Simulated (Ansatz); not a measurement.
# [NO3]− (nitrate) at HF/aug-cc-pVDZ

Aim: the vertical ionisation energy of [NO3]− (nitrate) at HF/aug-cc-pVDZ, from 2 runs. 

Program for the calculation: Ansatz 0.2.0.

## 1. The system as given

The species is [NO3]− (4 atoms), meant as a singlet with charge -1. SMILES: `O=[N+]([O-])[O-]`. Geometry: relaxed at PBE0-D4/def2-TZVPD.

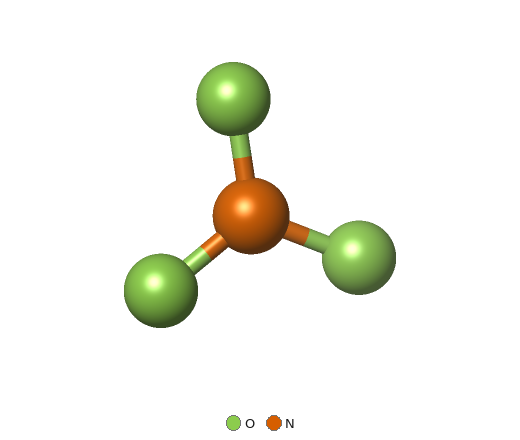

Viewed from a chosen angle; oxygen green, nitrogen orange.

## 2. The energy at HF/aug-cc-pVDZ

Contents of in.yaml:

```yaml
crystal:
  periodic: [false, false, false]
  atoms:
    - {symbol: O, position_ang: [0.296520, 0.524040, 1.091530]}
    - {symbol: "N", position_ang: [0.000000, 0.000000, -0.000000]}
    - {symbol: O, position_ang: [0.470440, -1.113360, -0.305120]}
    - {symbol: O, position_ang: [-0.766950, 0.589330, -0.786420]}
basis:
  gaussian: {orbitals: aug-cc-pVDZ}
total_charge: -1
hamiltonian: {xc: hf}
accuracy: high
output: {orbitals: {seedname: orbitals}}
```

Command:

```sh
$ ansatz run in.yaml --threads 1 --pin off --max-ram 3480MiB --events-out events.jsonl --progress --plain --runs-dir runs
```

Output:

```text
Warning: RAYON_NUM_THREADS=1 ignored (pool sized by the plan → 1); use --threads N
Functional definition: HF
  name "HF"
  exchange = exact_x
  correlation = 0
1802 factors; integrals over basis functions are off by at most 2.7e-9 eV
mean field evaluation 1: about -7584.3075 eV, gradient 6.2e1 eV
mean field evaluation 2: about -7584.3096 eV, gradient 6.2e1 eV
mean field evaluation 4: about -7591.2723 eV, gradient 3.7e0 eV
mean field evaluation 8: about -7591.3166 eV, gradient 7.5e-2 eV
mean field -7591.31665315 eV, -278.9757414240 hartree, gradient 1.3e-8 eV, S^2 0.000000; 0 other end points of the search recorded, 0 dependent functions left out
reference -7591.31665315 eV, -278.9757414240 hartree; 16, 16 occupied and 76, 76 virtual orbitals, 1802 factors
Total energy: -7591.31665315 eV, -278.9757414240 hartree
```

Run time: 1.8 s. Hardware: 1 thread of Arm Neoverse V2, shared host; peak memory 0.22 GiB.

## 3. Doublet neutral NO3, same level

in.yaml, as its differences from that of step 2:

```diff
@@ -8,6 +8,11 @@
 basis:
-  gaussian: {orbitals: aug-cc-pVDZ}
-total_charge: -1
-hamiltonian: {xc: hf}
+  gaussian:
+    orbitals: aug-cc-pVDZ
+hamiltonian:
+  xc: hf
+total_charge: 0
 accuracy: high
+magnetization:
+  spin_polarized: true
+  initial_magnetization: 1
 output: {orbitals: {seedname: orbitals}}
```

Command:

```sh
$ ansatz run in.yaml --threads 1 --pin off --max-ram 3480MiB --events-out events.jsonl --progress --plain --runs-dir runs
```

Output, cut to the lines that bear on the results:

```text
Warning: RAYON_NUM_THREADS=1 ignored (pool sized by the plan → 1); use --threads N
[... 2 set-up lines as earlier in the session ...]
[...]
1800 factors; integrals over basis functions are off by at most 2.7e-9 eV
[...]
mean field -7588.24209344 eV, -278.8627534386 hartree, gradient 2.5e-8 eV, S^2 1.363749; 6 other end points of the search recorded, 0 dependent functions left out
reference -7588.24209344 eV, -278.8627534386 hartree; 16, 15 occupied and 76, 77 virtual orbitals, 1800 factors
Total energy: -7588.24209344 eV, -278.8627534386 hartree
```

Run time: 14 s. Hardware: 1 thread of Arm Neoverse V2, shared host; peak memory 0.35 GiB.

## 4. Summary of results

At HF/aug-cc-pVDZ:

| quantity | value |
| --- | --- |
| singlet [NO3]−: total energy | -278.97574 Eh |
| singlet [NO3]−: HOMO energy | -6.14 eV |
| singlet [NO3]−: LUMO energy | 6.85 eV |
| singlet [NO3]−: HOMO–LUMO gap (to an unbound level, set by the basis) | 12.99 eV |
| doublet neutral NO3: total energy | -278.86275 Eh |
| doublet neutral NO3: HOMO energy (highest over α and β) | -13.46 eV |
| doublet neutral NO3: LUMO energy (lowest over α and β) | -0.52 eV |
| doublet neutral NO3: ⟨S²⟩ | 1.364 |
| vertical detachment energy (to the doublet neutral) | 3.075 eV |

**Reading.** The vertical ionisation energy comes to 3.07 eV (71 kcal/mol). −ε(HOMO) before ionisation, 6.14 eV, is 3.07 eV above this ionisation energy. ⟨S²⟩ (doublet neutral NO3) is 1.36 where a pure doublet has 0.75: the reference is spin-contaminated.
